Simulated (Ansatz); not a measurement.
# Work function of Ag(111): what the settings cost and change

How thick a slab and how much vacuum does the work function of Ag(111) need?

Method: plane-wave DFT, PBE, Ansatz PAW, in Ansatz 0.2.0.

Experimental background.

For Ag (clean (111) face, a compiled value), “Anisotropic work function of elemental crystals” (2019, arxiv:1902.07811) quotes earlier work: work function (clean (111) face, a compiled value) 4.53 eV.

**1. Set-up**

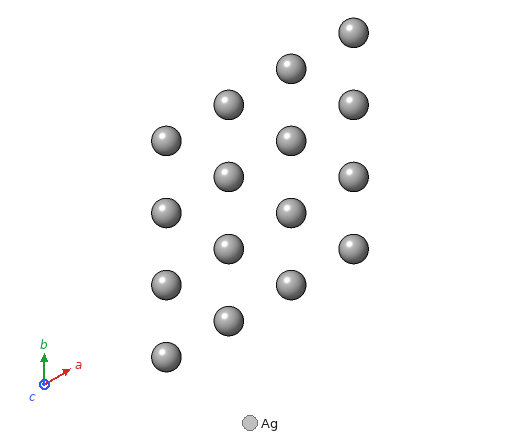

Start, viewed from above; silver light grey. 4×4×1 cells are drawn.

The cell holds 1 atom: 1 Ag. Its edges and angles: a = 2.892 Å, b = 2.892 Å, c = 18.000 Å, α = 90.0°, β = 90.0°, γ = 60.0°. Vacuum lies along c.

As a file:

```cif
data_structure
_symmetry_space_group_name_H-M 'P 1'
_symmetry_Int_Tables_number 1
_cell_length_a 2.8921
_cell_length_b 2.8921
_cell_length_c 18.0000
_cell_angle_alpha 90.000
_cell_angle_beta 90.000
_cell_angle_gamma 60.000
_cell_volume 130.38
loop_
_atom_site_label
_atom_site_type_symbol
_atom_site_fract_x
_atom_site_fract_y
_atom_site_fract_z
_atom_site_occupancy
Ag1 Ag 0.66667 0.66667 0.50000 1
```

**2. Run, setting 1 layer**

A work function rests on the faint tail of the density, so the SCF threshold is tight. The slab grows from one layer, at fixed mesh and 18 Å of vacuum; then the vacuum is varied on one slab.

File input.yaml:

```yaml
crystal:
  lattice:
    - [2.8920667351, 0.0, 0.0]
    - [1.4460333675, 2.504603262, 0.0]
    - [0.0, 0.0, 18.0]
  atoms:
    - { symbol: Ag, position: [0.6666666667, 0.6666666667, 0.5] }
kpoints:
  mp_grid: { grid: [16, 16, 1] }
hamiltonian:
  xc: pbe
scf:
  occupations: { method: fermi_dirac, width: 0.1 }
  convergence: { dr2_threshold: 1.0e-09 }
efield:
  axis: 3
  dipole_correction: true
  ramp_position: 0.97
  ramp_width: 0.06
output:
  write_potential: true
  write_density: true
  volumetric_format: npy
  elf: true
```

Started as:

```console
$ ansatz run input.yaml --threads 2 --pin off --max-ram 3072MiB --backend cpu --events-out ev --progress --plain --runs-dir out
```

Numbers of over 12 decimals in the logs are rounded to 6 here.

The log of the run:

```text
Engine: ansatz 0.2.0, aarch64-unknown-linux-gnu
Pseudopotentials: kind: paw
Pseudopotential: Ag, paw, valence charge 19, recommended cutoff 420 eV (normal), Ag.paw.azcp
Functional definition: PBE
  parameter kappa = 0.804
  parameter beta = 0.066725
  exchange = pbe_x(kappa = kappa, mu = beta*pi^2/3)
  correlation = pbe_c(beta = beta)
Crystal: 1 atoms, lattice volume = 130.383 Å³
Basis set: ecut = 420 eV, 2545 PW (Γ)
Bands: 14, of which v1, the nominal top of the filled ones, is band 10 counted from 1 (9 counted from 0)
Symmetry: 12 space group operations
k-points: 30 of 256
Non-local potential: Ag, projectors of the file, l = 0: 3, l = 1: 2, l = 2: 2, l = 3: 1
PAW form: soft (Blöchl's): semilocal exchange-correlation on the pseudo side does not see the compensation charge
PAW one-centre angular grid: Ag, 590 points (default); XC on 64 Gauss nodes
Initial density: superposition of atomic densities (neutral atoms: chi_scale 0, normalization atom), corrected by the library's trained network
Initial wavefunctions: pseudopotential atomic-orbital guess
Functional: x = pbe(κ = 0.804, μ = 0.219515), c = pbe(β = 0.066725)
SCF iter   1: F=—  HF=-7590.040766 eV  |F-HF|=—  |Δ(HF+E_count)|=         —  Δρ=7.79e-4  dr2=2.59e-3  ethr=1.77e-3  p=0.000 e·Å  D=1.67e-16 V/Å  ΔV_dip=-0.00 eV  dr2_dipole=5.04e-11  V_vac-E_F(+/−)=4.13/4.13 eV  ⟨swp⟩=5.2  Hψ=2120  notcnv=0
efield: sawtooth ramp at fractional position 0.9700 (set: `efield.ramp_position`, or a place that a band, a saddle search or an elastic batch's reference lends), width 0.0600; the density the first Hamiltonian is built on has a dipole p = 0.000 e·Å; the dipole correction subtracts the counter field D = 1.67e-16 V/Å, which shifts the + side's vacuum level by -0.00 eV against the − side's; the planar-averaged density in the ramp window peaks in size at 3.2e-6 e/Å³
preconditioner: auto → LDOS  [insulator: Δε(μ)=0.498 eV  Ē_g=9.549 eV  σ=0.100 eV  W_gap=0.85  n_scr=10 (ndim 8)  ℏωp=10.8 eV  f_vac=0.770  D(μ)=0.14/eV (n_scr^D=2)  ε∞_Penn≈2.3  β→1.0]
SCF iter   2: F=—  HF=-7590.039657 eV  |F-HF|=—  |Δ(HF+E_count)|=   1.11e-3  Δρ=6.28e-4  dr2=5.74e-4  ethr=1.36e-5  p=-0.000 e·Å  D=-6.90e-6 V/Å  ΔV_dip=0.00 eV  dr2_dipole=6.19e-10  V_vac-E_F(+/−)=4.55/4.55 eV  ⟨swp⟩=2.2  Hψ=974  notcnv=0  defer=3
SCF iter   3: F=—  HF=-7590.039768 eV  |F-HF|=—  |Δ(HF+E_count)|=   1.12e-4  Δρ=9.04e-4  dr2=9.29e-4  ethr=3.02e-6  p=0.000 e·Å  D=1.33e-5 V/Å  ΔV_dip=-0.00 eV  dr2_dipole=1.99e-9  V_vac-E_F(+/−)=4.50/4.50 eV  ⟨swp⟩=2.0  Hψ=703  notcnv=0  defer=3
SCF iter   4: F=—  HF=-7590.039500 eV  |F-HF|=—  |Δ(HF+E_count)|=   2.68e-4  Δρ=4.24e-5  dr2=2.50e-6  ethr=3.02e-6  p=-0.000 e·Å  D=-1.99e-6 V/Å  ΔV_dip=0.00 eV  dr2_dipole=4.57e-11  V_vac-E_F(+/−)=4.52/4.52 eV  ⟨swp⟩=3.0  Hψ=718  notcnv=0  defer=3
SCF iter   5: F=—  HF=-7590.039501 eV  |F-HF|=—  |Δ(HF+E_count)|=   5.71e-7  Δρ=8.33e-6  dr2=6.61e-8  ethr=1.32e-8  p=0.000 e·Å  D=4.01e-6 V/Å  ΔV_dip=-0.00 eV  dr2_dipole=1.79e-10  V_vac-E_F(+/−)=4.52/4.52 eV  ⟨swp⟩=2.1  Hψ=601  notcnv=0  defer=3
SCF iter   6: F=—  HF=-7590.039500 eV  |F-HF|=—  |Δ(HF+E_count)|=   8.87e-7  Δρ=9.14e-7  dr2=4.27e-9  ethr=3.48e-10  p=-0.000 e·Å  D=-7.71e-6 V/Å  ΔV_dip=0.00 eV  dr2_dipole=6.67e-10  V_vac-E_F(+/−)=4.52/4.52 eV  ⟨swp⟩=2.1  Hψ=612  notcnv=0  defer=3
SCF iter   7: F=—  HF=-7590.039500 eV  |F-HF|=—  |Δ(HF+E_count)|=  2.82e-10  Δρ=6.68e-7  dr2=2.92e-9  ethr=5.26e-12  p=0.000 e·Å  D=6.52e-6 V/Å  ΔV_dip=-0.00 eV  dr2_dipole=4.81e-10  V_vac-E_F(+/−)=4.52/4.52 eV  ⟨swp⟩=6.0  Hψ=1568  notcnv=0
SCF iter   8: F=-7590.039500 eV  HF=-7590.039500 eV  |F-HF|=4.83e-10  |Δ(HF+E_count)|=  3.78e-10  Δρ=2.83e-7  dr2=4.99e-10  ethr=5.26e-12  p=0.000 e·Å  D=2.57e-6 V/Å  ΔV_dip=-0.00 eV  dr2_dipole=8.05e-11  V_vac-E_F(+/−)=4.52/4.52 eV  ⟨swp⟩=1.0  Hψ=956  notcnv=0
SCF 1 converged in 8 iterations: F = -7590.039500 eV  dr2 = 4.99e-10
  greatest PAW one-centre occupation: 1.000 electrons in one spin orbital (limit 2), on the Ag atom at site 0 (counted from 0), in its partial waves of l = 0
WARN: The output density's exchange-correlation potential varies sharply where the density is thin. Do not read a vacuum level from v_tot or v_xc, or from such a field of the output density. On a cell that repeats whose density bears no net charge and no dipole along the vacuum's axis use v_es (v_loc + v_h of the components); under efield.dipole_correction with no amplitude use v_es + v_field, which holds any externa [...]
SCF converged after 8 iterations
Free energy (F): -7590.039500 eV
Harris-Foulkes:  -7590.039500 eV  (|F-HF|=4.83e-10)
Internal energy: -7590.033831 eV  (E = F + TS)
E sigma→0 (E₀):  -7590.036665 eV
Entropy (-TS):   -0.005668 eV (-5.668 meV/atom)
Fermi energy:    -1.664932 eV
Dipole field:    D = -0.000012 V/Å  (p = -0.000009 e·Å, saw-weighted, corrected)
Work function:   Φ+ = 4.5158 eV   Φ− = 4.5156 eV
Levels:          The Fermi level and band energies are counted from a zero that moves with the ramp; work functions are not
--- Per-component energies (eV) ---
  E_band       = -581.998731
  E_kinetic    = 526.855585
  E_local      = -13632.968635  (includes V_loc(G=0)·N_el)
  E_nonlocal   = 80.753423
  E_hartree    = 6544.858353
  E_xc         = -183.499754
  E_vxc        = -232.901501  (∫ρ·V_xc dr)
  E_paw        = -3903.055555  (= ΣΔE_a)
  E_vpaw       = -413.454538  (= ΣTr[D̂ρ^β])
  E_aug_tail   = 0.000319  (compensation charges beyond the density's cutoff)
  E_efield     = 0.000000  (sawtooth field / dipole correction)
  E_vefield    = 0.000000  (∫n·V_field dr)
  E_ewald      = 2977.022434
  E_smearing   = -0.005668  (= −TS)
  E_closure    = -0.000000  (closes the sum)
  Σ components = -7590.039500   (vs F -7590.039500, Δ=0.00e0)
--- Band table (eV; the first three rows and the last of 30) ---
  k-point 0: bands = [... 6 lower, -5.6569, -4.8084, -4.5489, -4.5489, -0.5726, 2.5287, 3.1812, 3.3746]
  k-point 1: bands = [... 6 lower, -5.6020, -4.7669, -4.6330, -4.5597, -0.4201, 2.6197, 3.2800, 3.4655]
  k-point 2: bands = [... 6 lower, -5.4429, -4.8493, -4.6334, -4.5901, 0.0051, 2.8927, 3.5749, 3.7386]
  k-point 29: bands = [... 6 lower, -5.4334, -5.4268, -4.7994, 2.8727, 4.4107, 4.7086, 6.7997, 8.8610]
```

Run time: 3.4 s. Hardware: 2 threads of Arm Neoverse V2, shared host; peak memory 0.38 GiB; 6.7 s of CPU time.

Reading the cycles: dr2 is the Hartree energy of the density residual (eV), the measure of convergence; HF is the Harris–Foulkes estimate of the energy, which meets the free energy F at convergence.

Numbers from this step:

| Property | Result |
| --- | --- |
| energy at zero smearing | -7590.0367 eV |
| work function, upper face | 4.516 eV |

Running mean over 2.361 Å of the planar mean; the ramp of the sawtooth is left out. Table of electron's electrostatic potential energy less the Fermi level by z:

| z (Å) | electron's electrostatic potential energy less the Fermi level (eV) |
| --- | --- |
| 3 | 4.52 |
| 4 | 4.52 |
| 5 | 4.51 |
| 6 | 4.46 |
| 7 | 3.65 |
| 8 | -1.95 |
| 9 | -5.34 |
| 10 | -1.95 |
| 11 | 3.65 |
| 12 | 4.46 |
| 13 | 4.51 |
| 14 | 4.52 |
| 15 | 4.52 |

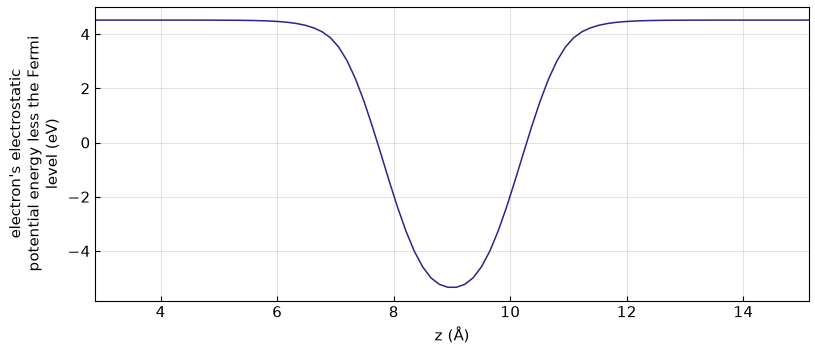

Electron's electrostatic potential energy less the Fermi level against z.

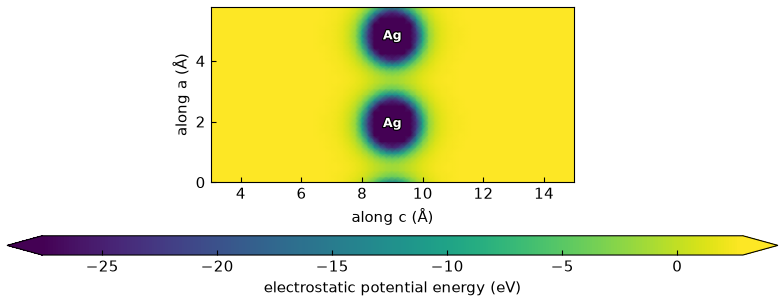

Electrostatic potential energy in the ca plane at fractional y = 0.667, with atoms of Ag within 0.2 Å of it. With pseudopotentials it is smooth inside the atoms' cores, unlike the true potential. The far vacuum is left out of the map.

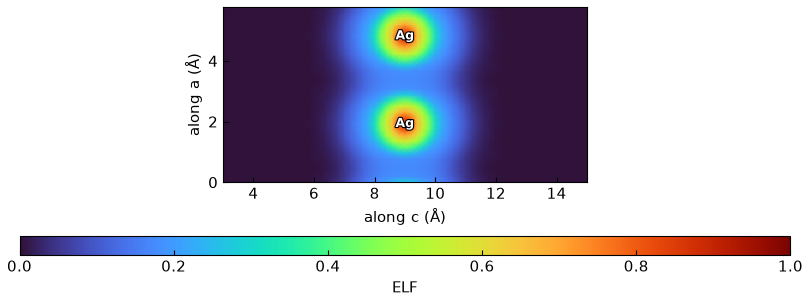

ELF in the ca plane at fractional y = 0.667, with atoms of Ag within 0.2 Å of it. It is the smooth field of the valence electrons, not physical close to the nuclei. The far vacuum is left out of the map.

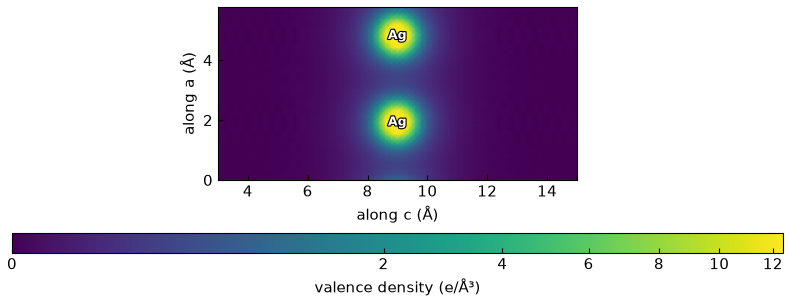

Valence density in the ca plane at fractional y = 0.667, with atoms of Ag within 0.2 Å of it. It is the smooth field of the valence electrons, not physical close to the nuclei. The colour scale is stretched toward low values. The far vacuum is left out of the map.

The work function is 4.516 eV.

**3. Slab, 2 atoms**

System of this step: Ag(111). The cell holds 2 atoms: 2 Ag. Its edges and angles: a = 2.892 Å, b = 2.892 Å, c = 20.361 Å, α = 90.0°, β = 90.0°, γ = 60.0°. Vacuum lies along c.

input.yaml, the sections that differ from step 2:

```yaml
crystal:
  lattice:
    - [2.8920667351, 0.0, 0.0]
    - [1.4460333675, 2.504603262, 0.0]
    - [0.0, 0.0, 20.361362601]
  atoms:
    - { symbol: Ag, position: [0.6666666667, 0.6666666667, 0.4420136401] }
    - { symbol: Ag, position: [0.0, 0.0, 0.5579863599] }
output:
  write_potential: true
  write_density: true
  volumetric_format: npy
# kpoints, hamiltonian, scf, efield: as in step 2
```

The log of the run:

```text
[...]
Crystal: 2 atoms, lattice volume = 147.487 Å³
Basis set: ecut = 420 eV, 2889 PW (Γ)
Bands: 23, of which v1, the nominal top of the filled ones, is band 19 counted from 1 (18 counted from 0)
Symmetry: 6 space group operations
k-points: 30 of 256 (time reversal used)
[...]
k-point 0: bands = [... 15 lower, -2.9971, -2.9971, -2.5218, -2.5218, -1.5308, 1.1252, 4.7388, 4.9507]
  k-point 1: bands = [... 15 lower, -3.0808, -3.0144, -2.5926, -2.5197, -1.4182, 1.3167, 4.8249, 5.0473]
  k-point 2: bands = [... 15 lower, -3.2687, -3.0538, -2.7455, -2.5165, -1.1207, 1.8340, 5.0832, 5.3368]
  k-point 29: bands = [... 15 lower, -2.9981, -2.6799, -2.5639, 3.6635, 5.0844, 5.4398, 6.2009, 7.4907]
[key lines of the parts left out:]
SCF converged after 8 iterations
Free energy (F): -15180.456209 eV
Fermi energy:    0.544624 eV
Dipole field:    D = 0.000003 V/Å  (p = 0.000003 e·Å, saw-weighted, corrected)
Work function:   Φ+ = 4.5584 eV   Φ− = 4.5585 eV
```

Elapsed: 5.6 s, on 2 threads; peak memory 0.39 GiB; 11 s of CPU time.

The work function is 4.558 eV, +0.043 eV from the run “1 layer”, at 1.6 times its CPU time.

**4. Run, 3 atoms**

System of this step: Ag(111). The cell holds 3 atoms: 3 Ag. Cell: a = 2.892 Å, b = 2.892 Å, c = 22.723 Å, α = 90.0°, β = 90.0°, γ = 60.0°. Vacuum lies along c.

input.yaml, the sections that differ from step 3:

```yaml
crystal:
  lattice:
    - [2.8920667351, 0.0, 0.0]
    - [1.4460333675, 2.504603262, 0.0]
    - [0.0, 0.0, 22.722725202]
  atoms:
    - { symbol: Ag, position: [0.3333333333, 0.3333333333, 0.3960792519] }
    - { symbol: Ag, position: [0.6666666667, 0.6666666667, 0.5] }
    - { symbol: Ag, position: [0.0, 0.0, 0.6039207481] }
# kpoints, hamiltonian, scf, efield, output: as in step 3
```

The log of the run:

```text
[...]
Crystal: 3 atoms, lattice volume = 164.592 Å³
Basis set: ecut = 420 eV, 3219 PW (Γ)
Bands: 35, of which v1, the nominal top of the filled ones, is band 29 counted from 1 (28 counted from 0)
Symmetry: 6 space group operations
k-points: 30 of 256 (time reversal used)
[...]
k-point 1: bands = [... 25 lower, -1.1116, -1.0438, -0.7457, -0.7086, 1.0778, 2.9018, 6.4489, 6.8822, ... 2 higher]
  k-point 2: bands = [... 25 lower, -1.2607, -1.0518, -0.7028, -0.6904, 1.4414, 3.4711, 6.7021, 7.1752, ... 2 higher]
  k-point 29: bands = [... 25 lower, -0.8399, -0.7162, 4.9795, 6.3280, 6.5630, 6.6360, 8.1148, 8.3392, ... 2 higher]
[key lines of the parts left out:]
SCF converged after 9 iterations
Free energy (F): -22770.967776 eV
Fermi energy:    2.308332 eV
Dipole field:    D = -0.000000 V/Å  (p = -0.000000 e·Å, saw-weighted, corrected)
Work function:   Φ+ = 4.5226 eV   Φ− = 4.5226 eV
```

Run time: 10 s. Hardware: 2 threads; peak memory 0.46 GiB; 20 s of CPU time.

The work function is 4.523 eV, -0.036 eV from the run “2 layers”, at 1.8 times its CPU time.

**5. Run, 4 atoms**

System of this step: Ag(111). The cell holds 4 atoms: 4 Ag. Cell: a = 2.892 Å, b = 2.892 Å, c = 25.084 Å, α = 90.0°, β = 90.0°, γ = 60.0°. Vacuum lies along c.

input.yaml, the sections that differ from step 4:

```yaml
crystal:
  lattice:
    - [2.8920667351, 0.0, 0.0]
    - [1.4460333675, 2.504603262, 0.0]
    - [0.0, 0.0, 25.084087803]
  atoms:
    - { symbol: Ag, position: [0.0, 0.0, 0.3587931947] }
    - { symbol: Ag, position: [0.3333333333, 0.3333333333, 0.4529310649] }
    - { symbol: Ag, position: [0.6666666667, 0.6666666667, 0.5470689351] }
    - { symbol: Ag, position: [0.0, 0.0, 0.6412068053] }
# kpoints, hamiltonian, scf, efield, output: as in step 4
```

The log of the run:

```text
[...]
Crystal: 4 atoms, lattice volume = 181.696 Å³
Basis set: ecut = 420 eV, 3551 PW (Γ)
Bands: 46, of which v1, the nominal top of the filled ones, is band 38 counted from 1 (37 counted from 0)
Symmetry: 6 space group operations
k-points: 30 of 256 (time reversal used)
[...]
k-point 0: bands = [... 34 lower, 0.3973, 0.5073, 0.5073, 0.7412, 0.7412, 2.7801, 3.9933, 7.8050, ... 4 higher]
  k-point 1: bands = [... 34 lower, 0.3958, 0.4500, 0.5069, 0.7448, 0.9035, 2.9375, 4.2226, 7.8832, ... 4 higher]
  k-point 2: bands = [... 34 lower, 0.2005, 0.3876, 0.5051, 0.7540, 1.2921, 3.3459, 4.8246, 8.1177, ... 4 higher]
  k-point 29: bands = [... 34 lower, 0.6675, 0.7375, 6.2055, 7.1167, 7.7479, 7.8586, 8.3380, 8.8510, ... 4 higher]
[key lines of the parts left out:]
SCF converged after 9 iterations
Free energy (F): -30361.539939 eV
Fermi energy:    3.718429 eV
Dipole field:    D = 0.000000 V/Å  (p = 0.000000 e·Å, saw-weighted, corrected)
Work function:   Φ+ = 4.5081 eV   Φ− = 4.5081 eV
```

Run time: 13 s. Hardware: 2 threads; peak memory 0.52 GiB.

The work function is 4.508 eV, -0.015 eV from the run “3 layers”, at 1.3 times its CPU time.

**6. Slab, 5 atoms**

System of this step: Ag(111). The cell holds 5 atoms: 5 Ag. Its edges and angles: a = 2.892 Å, b = 2.892 Å, c = 27.445 Å, α = 90.0°, β = 90.0°, γ = 60.0°. Vacuum lies along c.

input.yaml, the sections that differ from step 5:

```yaml
crystal:
  lattice:
    - [2.8920667351, 0.0, 0.0]
    - [1.4460333675, 2.504603262, 0.0]
    - [0.0, 0.0, 27.4454504039]
  atoms:
    - { symbol: Ag, position: [0.6666666667, 0.6666666667, 0.3279232028] }
    - { symbol: Ag, position: [0.0, 0.0, 0.4139616014] }
    - { symbol: Ag, position: [0.3333333333, 0.3333333333, 0.5] }
    - { symbol: Ag, position: [0.6666666667, 0.6666666667, 0.5860383986] }
    - { symbol: Ag, position: [0.0, 0.0, 0.6720767972] }
# kpoints, hamiltonian, scf, efield, output: as in step 5
```

The log of the run:

```text
[...]
Crystal: 5 atoms, lattice volume = 198.801 Å³
Basis set: ecut = 420 eV, 3871 PW (Γ)
Bands: 57, of which v1, the nominal top of the filled ones, is band 48 counted from 1 (47 counted from 0)
Symmetry: 6 space group operations
k-points: 30 of 256 (time reversal used)
[...]
k-point 0: bands = [... 44 lower, 1.7402, 1.7402, 1.9172, 1.9172, 2.1398, 4.2062, 5.0780, 8.8954, ... 5 higher]
  k-point 1: bands = [... 44 lower, 1.6808, 1.7230, 1.7415, 1.9212, 2.4893, 4.3776, 5.3168, 8.9726, ... 5 higher]
  k-point 2: bands = [... 44 lower, 1.4676, 1.7440, 1.8501, 1.9321, 2.9908, 4.8207, 5.9406, 9.2020, ... 5 higher]
  k-point 29: bands = [... 44 lower, 1.9201, 7.2629, 7.8848, 8.7367, 8.8237, 9.0211, 9.4984, 9.6510, ... 5 higher]
[key lines of the parts left out:]
SCF converged after 9 iterations
Free energy (F): -37952.075726 eV
Fermi energy:    4.920720 eV
Dipole field:    D = -0.000000 V/Å  (p = -0.000000 e·Å, saw-weighted, corrected)
Work function:   Φ+ = 4.4740 eV   Φ− = 4.4740 eV
```

It took 19 s on 2 threads; peak memory 0.61 GiB.

The work function is 4.474 eV, -0.034 eV from the run “4 layers”, at 1.4 times its CPU time.

**7. Slab, 6 atoms**

System of this step: Ag(111). The cell holds 6 atoms: 6 Ag. Cell: a = 2.892 Å, b = 2.892 Å, c = 29.807 Å, α = 90.0°, β = 90.0°, γ = 60.0°. Vacuum lies along c.

input.yaml, the sections that differ from step 6:

```yaml
crystal:
  lattice:
    - [2.8920667351, 0.0, 0.0]
    - [1.4460333675, 2.504603262, 0.0]
    - [0.0, 0.0, 29.8068130049]
  atoms:
    - { symbol: Ag, position: [0.3333333333, 0.3333333333, 0.301944391] }
    - { symbol: Ag, position: [0.6666666667, 0.6666666667, 0.3811666346] }
    - { symbol: Ag, position: [0.0, 0.0, 0.4603888782] }
    - { symbol: Ag, position: [0.3333333333, 0.3333333333, 0.5396111218] }
    - { symbol: Ag, position: [0.6666666667, 0.6666666667, 0.6188333654] }
    - { symbol: Ag, position: [0.0, 0.0, 0.698055609] }
# kpoints, hamiltonian, scf, efield, output: as in step 6
```

The log of the run:

```text
[...]
Crystal: 6 atoms, lattice volume = 215.905 Å³
Basis set: ecut = 420 eV, 4203 PW (Γ)
Bands: 69, of which v1, the nominal top of the filled ones, is band 57 counted from 1 (56 counted from 0)
Symmetry: 6 space group operations
k-points: 30 of 256 (time reversal used)
[...]
k-point 0: bands = [... 53 lower, 2.5607, 2.7887, 2.7887, 2.9227, 2.9227, 3.5769, 5.3691, 6.0121, ... 8 higher]
  k-point 1: bands = [... 53 lower, 2.5621, 2.7218, 2.7910, 2.8706, 2.9271, 3.8812, 5.5527, 6.2579, ... 8 higher]
  k-point 2: bands = [... 53 lower, 2.5639, 2.6073, 2.7966, 2.9390, 3.2177, 4.4150, 6.0258, 6.8974, ... 8 higher]
  k-point 29: bands = [... 53 lower, 2.9338, 8.1972, 8.6515, 9.3573, 9.7540, 9.8025, 10.1956, 10.3200, ... 8 higher]
[key lines of the parts left out:]
SCF converged after 9 iterations
Free energy (F): -45542.641960 eV
Fermi energy:    5.916409 eV
Dipole field:    D = -0.000000 V/Å  (p = -0.000000 e·Å, saw-weighted, corrected)
Work function:   Φ+ = 4.4438 eV   Φ− = 4.4438 eV
```

Run time: 26 s. Hardware: 2 threads; peak memory 0.72 GiB; 51 s of CPU time.

The work function is 4.444 eV, -0.030 eV from the run “5 layers”, at 1.4 times its CPU time.

(Continued in part 2 of 2.)

[Logs are printed without paths, hosts, clocks, repeated set-up lines and the standing remarks that a program may print on its own settings, such as how far it seeks lower states.]

[Hosts, paths, dates, database ids (printed as entryN), source tags and the programs' standing remarks are cut or masked in the printed files.]

[Maps of the electrostatic potential energy from Ansatz leave out the sawtooth potential of an applied field or a dipole correction, so their vacuum need not be flat; planar profiles and work functions include it.]
